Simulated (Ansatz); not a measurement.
# Al2H2 (singlet): correlated methods under varied settings at twist about Al1–Al2 = 17.3°

What do other methods and options give for Al2H2 (singlet) at this geometry, and how long do they take?

The runs use Ansatz 0.2.0, Gaussian basis; the settings change from run to run.

17 further runs of the same task are left out: 1 for a mislabelled method, 14 that didn't finish, 2 set aside as unsound or not needed.

## (1) The system

The geometry derives from a PBE0/def2-TZVP stationary point (not a proven minimum). One half is turned about the bond named; the halves are rigid.

4 atoms, charge 0, spin multiplicity 1.

Atoms are counted from 1 here; the program's logs count them from 0.

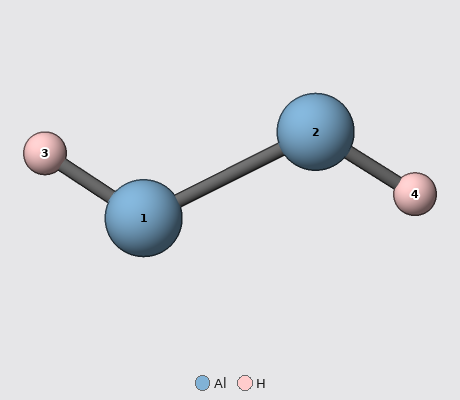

The structure; aluminium light blue, hydrogen pink; atoms are numbered from 1 in the order of the file.

## (2) BCCD(T) on RHF/6-31G

The input, in.yaml:

```yaml
crystal:
  periodic: [false, false, false]
  atoms:
    - {symbol: Al, position_ang: [0.007507, -0.154638, 1.308256]}
    - {symbol: Al, position_ang: [0.007507, 0.152370, -1.308522]}
    - {symbol: H, position_ang: [0.007507, 1.142764, 2.282383]}
    - {symbol: H, position_ang: [-0.409434, -1.082036, -2.275258]}
basis:
  gaussian: {orbitals: 6-31G}
magnetization: {spin_polarized: false}
correlation: {method: bccd_t, electrons: outside_noble_gas}
accuracy: high
scf: {lower_state_search: full}
output: {forces: true}
```

The run is started by

```console
ansatz run in.yaml --threads 1 --pin off --events-out ev --progress --plain --max-ram 2393MiB
```

Output, shortened:

```text
Functional definition: HF
  name "HF"
  cite "Fock, Z. Phys. 61, 126 (1930) doi:10.1007/BF01340294"
  parent pbe
[...]
652 factors; integrals over basis functions are off by at most 3.1e-9 eV
[...]
mean field -13193.69213750 eV, -484.8592430473 hartree, gradient 1.4e-8 eV, S^2 0.000000; 1 other end points of the search recorded, 0 dependent functions left out; unrestricted orbitals would lower it
determinant -13193.69213750 eV, -484.8592430473 hartree, with singles and doubles -13196.39794290 eV, -484.9586795617 hartree
determinant -13190.56908700 eV, -484.7444730585 hartree, with singles and doubles -13193.74520654 eV, -484.8611932985 hartree
10 core orbitals not correlated: weight in the atoms' cores, before any rotation towards them, 1.000 or more for the frozen orbitals, at most 0.000 for the correlated occupied ones
reference -13193.69213750 eV, -484.8592430473 hartree; 4, 4 occupied and 16, 16 virtual orbitals, 652 factors
second order -1.84014485 eV of doubles, -0.00000000 eV of singles
cycle   1  -2.70032786 eV  change    5.5e-3 eV  update   7.7e-3
[...]
cycle  27  -2.69433128 eV  change  -2.4e-10 eV  update  3.5e-10
perturbative correction -0.07802229 eV, -0.0028672661 hartree
[...]
Total energy: -13196.46449107 eV, -484.9611251618 hartree
Atom 0 at     0.007507    -0.154638     1.308256 Å, force    -0.020520    -0.387571    -0.049860 eV/Å
Atom 1 at     0.007507     0.152370    -1.308522 Å, force     0.096605     0.376075     0.048512 eV/Å
Atom 2 at     0.007507     1.142764     2.282383 Å, force     0.027015     0.396016     0.344281 eV/Å
Atom 3 at    -0.409434    -1.082036    -2.275258 Å, force    -0.103100    -0.384520    -0.342932 eV/Å
Dipole moment:     0.042776    -0.006463    -0.000758 e Å
```

It took 1.3 s on 1 thread of Intel Xeon Platinum 8488C, shared host.

From the report: correlation -2.7724 eV; largest double amplitude 0.22.

## (3) HF/cc-pVDZ

The input, in.yaml:

```yaml
crystal:
  periodic: [false, false, false]
  atoms:
    - {symbol: Al, position_ang: [0.007507, -0.154638, 1.308256]}
    - {symbol: Al, position_ang: [0.007507, 0.152370, -1.308522]}
    - {symbol: H, position_ang: [0.007507, 1.142764, 2.282383]}
    - {symbol: H, position_ang: [-0.409434, -1.082036, -2.275258]}
basis:
  gaussian: {orbitals: cc-pVDZ}
magnetization: {spin_polarized: true, initial_magnetization: 0}
hamiltonian: {xc: hf}
output: {forces: true, orbitals: {seedname: orbitals}}
```

Same command.

Output, shortened:

```text
Functional definition: HF
  name "HF"
  cite "Fock, Z. Phys. 61, 126 (1930) doi:10.1007/BF01340294"
  parent pbe
[...]
448 factors; integrals over basis functions are off by at most 1.1e-3 eV
[...]
mean field -13195.61658345 eV, -484.9299651317 hartree, gradient 2.9e-5 eV, S^2 0.744456; 7 other end points of the search recorded, 0 dependent functions left out
[...]
reference -13195.61658345 eV, -484.9299651317 hartree; 14, 14 occupied and 32, 32 virtual orbitals, 448 factors
Total energy: -13195.61658345 eV, -484.9299651317 hartree
Atom 0 at     0.007507    -0.154638     1.308256 Å, force     0.029614     0.102560     0.312225 eV/Å
Atom 1 at     0.007507     0.152370    -1.308522 Å, force    -0.012836    -0.105095    -0.312523 eV/Å
Atom 2 at     0.007507     1.142764     2.282383 Å, force    -0.028030    -0.119165    -0.081338 eV/Å
Atom 3 at    -0.409434    -1.082036    -2.275258 Å, force     0.011252     0.121700     0.081636 eV/Å
Dipole moment:     0.005046    -0.000762    -0.000089 e Å
```

Wall time 1.1 s (1 thread of Intel Xeon Platinum 8488C, shared host).

From the report: ⟨S²⟩ of the determinant 0.744 (pure singlet: 0.00). The determinant is far from a pure spin state, so its energy mixes those of several spin states (harmless only where they are near-degenerate, as at dissociation).

## (4) HF/6-31G

Edit in.yaml of step 3 so:

```diff
@@ -8,5 +8,6 @@
 basis:
-  gaussian: {orbitals: cc-pVDZ}
-magnetization: {spin_polarized: true, initial_magnetization: 0}
+  gaussian: {orbitals: 6-31G, point_charges: [{charge: -0.50, position_ang: [3.252, 0.008, -0.342]}]}
+magnetization: {spin_polarized: false}
 hamiltonian: {xc: hf}
-output: {forces: true, orbitals: {seedname: orbitals}}
+accuracy: high
+output: {orbitals: {seedname: orbitals}}
```

Same command.

Output:

```text
Functional definition: HF
  name "HF"
  cite "Fock, Z. Phys. 61, 126 (1930) doi:10.1007/BF01340294"
  parent pbe
  exchange = exact_x
  correlation = 0
652 factors; integrals over basis functions are off by at most 2.8e-9 eV
mean field evaluation 1: about -13193.5526 eV, gradient 7.6e0 eV
mean field evaluation 2: about -13193.5553 eV, gradient 7.6e0 eV
mean field evaluation 4: about -13194.0537 eV, gradient 5.8e-1 eV
mean field evaluation 8: about -13194.0588 eV, gradient 9.1e-4 eV
mean field -13194.05875142 eV, -484.8727158606 hartree, gradient 3.8e-8 eV, S^2 0.000000; 0 other end points of the search recorded, 0 dependent functions left out
reference -13194.05875142 eV, -484.8727158606 hartree; 14, 14 occupied and 16, 16 virtual orbitals, 652 factors
Total energy: -13194.05875142 eV, -484.8727158606 hartree
```

Run time: 0.36 s. Hardware: 1 thread of Intel Xeon Platinum 8488C, shared host.

## (5) CCSD on RHF/STO-3G

Edit in.yaml of step 4 so:

```diff
@@ -8,6 +8,4 @@
 basis:
-  gaussian: {orbitals: 6-31G, point_charges: [{charge: -0.50, position_ang: [3.252, 0.008, -0.342]}]}
+  gaussian: {orbitals: STO-3G}
 magnetization: {spin_polarized: false}
-hamiltonian: {xc: hf}
-accuracy: high
-output: {orbitals: {seedname: orbitals}}
+correlation: {method: ccsd, electrons: valence, diis_vectors: 2}
```

Launched as before.

Output, shortened:

```text
Functional definition: HF
  name "HF"
  cite "Fock, Z. Phys. 61, 126 (1930) doi:10.1007/BF01340294"
  parent pbe
[...]
209 factors; integrals over basis functions are off by at most 1.5e-4 eV
[...]
mean field -13034.71138799 eV, -479.0168082638 hartree, gradient 1.1e-6 eV, S^2 0.000000; 0 other end points of the search recorded, 0 dependent functions left out; unrestricted orbitals would lower it
10 core orbitals not correlated: weight in the atoms' cores, before any rotation towards them, 1.000 or more for the frozen orbitals, at most 0.000 for the correlated occupied ones
reference -13034.71138799 eV, -479.0168082638 hartree; 4, 4 occupied and 6, 6 virtual orbitals, 209 factors
second order -1.56279805 eV of doubles, -0.00000000 eV of singles
cycle   1  -2.07799196 eV  change   -5.2e-1 eV  update   8.9e-2
[...]
cycle  14  -2.50698701 eV  change   -3.7e-6 eV  update   4.6e-6
Total energy: -13037.21837500 eV, -479.1089383372 hartree
```

Run time: 0.18 s. Hardware: 1 thread of Intel Xeon Platinum 8488C, shared host.

From the report: correlation -2.5070 eV; T1 0.023; largest double amplitude 0.22.

## (6) MP2 on RHF/6-31G*

Edit in.yaml of step 5 so:

```diff
@@ -8,4 +8,6 @@
 basis:
-  gaussian: {orbitals: STO-3G}
+  gaussian: {orbitals: "6-31G*"}
 magnetization: {spin_polarized: false}
-correlation: {method: ccsd, electrons: valence, diis_vectors: 2}
+correlation: {method: mp2, electrons: outside_noble_gas}
+accuracy: high
+scf: {lower_state_search: full}
```

Launched as before.

Output:

```text
Functional definition: HF
  name "HF"
  cite "Fock, Z. Phys. 61, 126 (1930) doi:10.1007/BF01340294"
  parent pbe
  exchange = exact_x
  correlation = 0
788 factors; integrals over basis functions are off by at most 2.8e-9 eV
mean field evaluation 1: about -13193.8357 eV, gradient 8.3e0 eV
mean field evaluation 2: about -13193.8403 eV, gradient 8.4e0 eV
mean field evaluation 4: about -13194.3908 eV, gradient 6.2e-1 eV
mean field evaluation 8: about -13194.3958 eV, gradient 1.1e-3 eV
mean field -13194.39581677 eV, -484.8851027835 hartree, gradient 3.5e-8 eV, S^2 0.000000; 0 other end points of the search recorded, 0 dependent functions left out; unrestricted orbitals would lower it
mean field evaluation 16: about -13194.4663 eV, gradient 2.9e-1 eV
10 core orbitals not correlated: weight in the atoms' cores, before any rotation towards them, 1.000 or more for the frozen orbitals, at most 0.000 for the correlated occupied ones
reference -13194.39581677 eV, -484.8851027835 hartree; 4, 4 occupied and 28, 28 virtual orbitals, 788 factors
second order -2.64386132 eV of doubles, -0.00000000 eV of singles
Total energy: -13197.03967808 eV, -484.9822628948 hartree
```

It took 0.57 s on 1 thread of Intel Xeon Platinum 8488C, shared host.

## (7) MRCISD+Q(6,5)/STO-3G

The input, in.yaml:

```yaml
crystal:
  periodic: [false, false, false]
  atoms:
    - {symbol: Al, position_ang: [0.007507, -0.154638, 1.308256]}
    - {symbol: Al, position_ang: [0.007507, 0.152370, -1.308522]}
    - {symbol: H, position_ang: [0.007507, 1.142764, 2.282383]}
    - {symbol: H, position_ang: [-0.409434, -1.082036, -2.275258]}
basis:
  gaussian: {orbitals: STO-3G, fitting: {mean_field: def2-universal-jkfit}, point_charges: [{charge: 0.50, position_ang: [4.755, 0.218, -0.095]}]}
correlation: {method: fic_mrcisd_q, electrons: all, active_space: {window: {electrons: 6, orbitals: 5}, states: [{multiplicity: 1, weights: [0.5, 1, 1]}], root: 2}}
```

The command is unchanged.

Output, shortened:

```text
Functional definition: HF
  name "HF"
  cite "Fock, Z. Phys. 61, 126 (1930) doi:10.1007/BF01340294"
  parent pbe
[...]
292 factors; integrals over basis functions are off by at most 7.0e-3 eV
[...]
mean field -13034.63256294 eV, -479.0139114968 hartree, gradient 1.8e-6 eV, S^2 0.000000; 0 other end points of the search recorded, 0 dependent functions left out; unrestricted orbitals would lower it
reference -13034.63256294 eV, -479.0139114968 hartree; 14, 14 occupied and 6, 6 virtual orbitals, 292 factors
state -13035.42200655 eV, -479.0429230142 hartree
state -13031.43154738 eV, -478.8962763447 hartree
state -13029.71328989 eV, -478.8331315466 hartree
contracted CI cycle   1: correlation 0.00000000 eV, 0.0000000000 hartree, residual 1.08e1 eV
contracted CI cycle   2: correlation -1.81503044 eV, -0.0667011385 hartree, residual 3.54e0 eV
contracted CI cycle   3: correlation -1.98910484 eV, -0.0730982547 hartree, residual 8.61e-1 eV
[...]
contracted CI cycle  11: correlation -2.63567038 eV, -0.0968590998 hartree, residual 9.10e-3 eV
contracted CI cycle  12: correlation -2.63567242 eV, -0.0968591748 hartree, residual 3.89e-3 eV
contracted CI cycle  13: correlation -2.63567278 eV, -0.0968591882 hartree, residual 1.66e-3 eV
contracted CI cycle  14: correlation -2.63567286 eV, -0.0968591911 hartree, residual 8.69e-4 eV
state -13029.69265070 eV, -478.8323730703 hartree; corrected -13032.97254824 eV, -478.9529070816 hartree
state -13035.41997884 eV, -479.0428484974 hartree; corrected -13037.56043502 eV, -479.1215088113 hartree
state -13031.44227167 eV, -478.8966704549 hartree; corrected -13033.85564287 eV, -478.9853602110 hartree
state -13029.69265070 eV, -478.8323730703 hartree; corrected -13032.97254824 eV, -478.9529070816 hartree
WARN: the results are in doubt because another end's mean lies 0.004 eV lower, and its corrected mean 0.004 eV higher
Total energy: -13032.97254824 eV, -478.9529070816 hartree
In doubt: another end's mean lies 0.004 eV lower, and its corrected mean 0.004 eV higher
```

It took 1.8 s on 1 thread of Intel Xeon Platinum 8488C, shared host.

From the report: 100 determinants; active occupations (of the averaged states) 1.99, 1.89, 1.08, 0.69, 0.35. Mind the lines of doubt at the end of the log.

## (8) MRCISD+Q(6,6)/6-31G

The input, in.yaml:

```yaml
crystal:
  periodic: [false, false, false]
  atoms:
    - {symbol: Al, position_ang: [0.007507, -0.154638, 1.308256]}
    - {symbol: Al, position_ang: [0.007507, 0.152370, -1.308522]}
    - {symbol: H, position_ang: [0.007507, 1.142764, 2.282383]}
    - {symbol: H, position_ang: [-0.409434, -1.082036, -2.275258]}
basis:
  gaussian: {orbitals: 6-31G}
correlation: {method: fic_mrcisd_q, electrons: outside_noble_gas, active_space: {window: {electrons: 6, orbitals: 6}, states: [{multiplicity: 1, weights: [1, 1, 1]}], root: 1}}
```

Launched as before.

Output, shortened:

```text
Functional definition: HF
  name "HF"
  cite "Fock, Z. Phys. 61, 126 (1930) doi:10.1007/BF01340294"
  parent pbe
[...]
611 factors; integrals over basis functions are off by at most 1.8e-7 eV
[...]
mean field -13193.69213747 eV, -484.8592430464 hartree, gradient 2.2e-6 eV, S^2 0.000000; 0 other end points of the search recorded, 0 dependent functions left out; unrestricted orbitals would lower it
reference -13193.69213747 eV, -484.8592430464 hartree; 14, 14 occupied and 16, 16 virtual orbitals, 611 factors
state -13194.66094180 eV, -484.8948459487 hartree
state -13193.20713911 eV, -484.8414196852 hartree
state -13192.16814859 eV, -484.8032374880 hartree
contracted CI cycle   1: correlation 0.00000000 eV, 0.0000000000 hartree, residual 7.74e0 eV
contracted CI cycle   2: correlation -1.61548569 eV, -0.0593680040 hartree, residual 1.70e0 eV
[...]
contracted CI cycle   2: correlation -1.77049914 eV, -0.0650646433 hartree, residual 1.70e0 eV
contracted CI cycle   3: correlation -1.86765242 eV, -0.0686349607 hartree, residual 6.12e-1 eV
contracted CI cycle   4: correlation -1.87830303 eV, -0.0690263633 hartree, residual 2.07e-1 eV
contracted CI cycle   5: correlation -1.87971789 eV, -0.0690783584 hartree, residual 6.90e-2 eV
contracted CI cycle   6: correlation -1.87989084 eV, -0.0690847141 hartree, residual 2.55e-2 eV
contracted CI cycle   7: correlation -1.87991509 eV, -0.0690856053 hartree, residual 1.00e-2 eV
contracted CI cycle   8: correlation -1.87991882 eV, -0.0690857425 hartree, residual 3.69e-3 eV
contracted CI cycle   9: correlation -1.87991935 eV, -0.0690857619 hartree, residual 1.39e-3 eV
contracted CI cycle  10: correlation -1.87991944 eV, -0.0690857650 hartree, residual 5.66e-4 eV
state -13192.16814859 eV, -484.8032374880 hartree; corrected -13194.20053810 eV, -484.8779264249 hartree
Total energy: -13195.22692446 eV, -484.9156454279 hartree
```

It took 1.9 s on 1 thread of Intel Xeon Platinum 8488C, shared host.

From the report: 200 determinants; active occupations (of the averaged states) 1.99, 1.95, 1.08, 0.58, 0.24, 0.17.

## (9) CISD/def2-mTZVP

The input, in.yaml:

```yaml
crystal:
  periodic: [false, false, false]
  atoms:
    - {symbol: Al, position_ang: [0.007507, -0.154638, 1.308256]}
    - {symbol: Al, position_ang: [0.007507, 0.152370, -1.308522]}
    - {symbol: H, position_ang: [0.007507, 1.142764, 2.282383]}
    - {symbol: H, position_ang: [-0.409434, -1.082036, -2.275258]}
basis:
  gaussian: {orbitals: def2-mTZVP, fitting: {mean_field: def2-universal-jkfit}}
correlation: {active_space: {ras: {orbitals: [4, 0, 36], electrons: 8, max_holes: 2, max_particles: 2}, fixed_orbitals: true}}
```

Launched as before.

Output:

```text
Functional definition: HF
  name "HF"
  cite "Fock, Z. Phys. 61, 126 (1930) doi:10.1007/BF01340294"
  parent pbe
  exchange = exact_x
  correlation = 0
292 factors; integrals over basis functions are off by at most 7.9e-1 eV
mean field evaluation 1: about -13194.5835 eV, gradient 8.9e0 eV
mean field evaluation 2: about -13195.1150 eV, gradient 2.7e0 eV
mean field evaluation 4: about -13195.1859 eV, gradient 1.9e-1 eV
mean field -13195.18660603 eV, -484.9141637529 hartree, gradient 2.5e-6 eV, S^2 0.000000; 0 other end points of the search recorded, 0 dependent functions left out
reference -13195.18660603 eV, -484.9141637529 hartree; 14, 14 occupied and 36, 36 virtual orbitals, 292 factors
state -13198.29631868 eV, -485.0284435850 hartree
Total energy: -13198.29631868 eV, -485.0284435850 hartree
```

Run time: 0.51 s. Hardware: 1 thread of Intel Xeon Platinum 8488C, shared host.

From the report: 14,329 determinants.

## (10) MP2 on RHF/cc-pVDZ

The input, in.yaml:

```yaml
crystal:
  periodic: [false, false, false]
  atoms:
    - {symbol: Al, position_ang: [0.007507, -0.154638, 1.308256]}
    - {symbol: Al, position_ang: [0.007507, 0.152370, -1.308522]}
    - {symbol: H, position_ang: [0.007507, 1.142764, 2.282383]}
    - {symbol: H, position_ang: [-0.409434, -1.082036, -2.275258]}
basis:
  gaussian: {orbitals: cc-pVDZ, point_charges: [{charge: -1.00, position_ang: [4.420, -0.963, 0.502]}]}
magnetization: {spin_polarized: false}
correlation: {method: mp2, electrons: outside_noble_gas}
```

Launched as before.

Output:

```text
Functional definition: HF
  name "HF"
  cite "Fock, Z. Phys. 61, 126 (1930) doi:10.1007/BF01340294"
  parent pbe
  exchange = exact_x
  correlation = 0
448 factors; integrals over basis functions are off by at most 1.1e-3 eV
mean field evaluation 1: about -13194.9750 eV, gradient 8.9e0 eV
mean field evaluation 2: about -13194.9765 eV, gradient 8.9e0 eV
mean field evaluation 4: about -13195.5937 eV, gradient 7.0e-1 eV
mean field evaluation 8: about -13195.6009 eV, gradient 7.2e-4 eV
mean field -13195.60091122 eV, -484.9293891878 hartree, gradient 1.9e-6 eV, S^2 0.000000; 0 other end points of the search recorded, 0 dependent functions left out; unrestricted orbitals would lower it
10 core orbitals not correlated: weight in the atoms' cores, before any rotation towards them, 1.000 or more for the frozen orbitals, at most 0.000 for the correlated occupied ones
reference -13195.60091122 eV, -484.9293891878 hartree; 4, 4 occupied and 32, 32 virtual orbitals, 448 factors
second order -3.16599718 eV of doubles, -0.00000000 eV of singles
Total energy: -13198.76690841 eV, -485.0457374384 hartree
```

Run time: 0.27 s. Hardware: 1 thread of Intel Xeon Platinum 8488C, shared host.

## (11) The runs in one table

Where basis and cores are those of an earlier FCI/6-31G run (-13196.5032 eV), and the state is the same kind, the miss against it is given. † marks a result that the program doubts.

| level | correlated | functions | energy (eV) | from FCI (meV) | time |
| --- | --- | --- | --- | --- | --- |
| BCCD(T) on RHF/6-31G | outside noble gas | 30 | -13196.4645 | 38.7 | 1.3 s |
| HF/cc-pVDZ |  | 46 | -13195.6166 |  | 1.1 s |
| HF/6-31G (beside a point charge) |  | 30 | -13194.0588 |  | 0.36 s |
| CCSD on RHF/STO-3G | valence | 20 | -13037.2184 |  | 0.18 s |
| MP2 on RHF/6-31G* | outside noble gas | 42 | -13197.0397 |  | 0.57 s |
| MRCISD+Q(6,5)/STO-3G (excited root 2 of an average, beside a point charge) † | all | 20 | -13032.9725 |  | 1.8 s |
| MRCISD+Q(6,6)/6-31G (excited root 1 of an average) | outside noble gas | 30 | -13195.2269 |  | 1.9 s |
| CISD/def2-mTZVP | valence | 50 | -13198.2963 |  | 0.51 s |
| MP2 on RHF/cc-pVDZ (beside a point charge) | outside noble gas | 46 | -13198.7669 |  | 0.27 s |

## (12) What came out

```
quantity                                                      value
    runs                                                          9
quickest                                 CCSD on RHF/STO-3G, 0.18 s
 slowest  MRCISD+Q(6,6)/6-31G (excited root 1 of an average), 1.9 s
```

Total energies in different bases, with other cores or another treatment of relativity can't be set against each other. MRCISD+Q(6,6)/6-31G (excited root 1 of an average) took 11 times as long as CCSD on RHF/STO-3G; the jobs differ in more than the method.
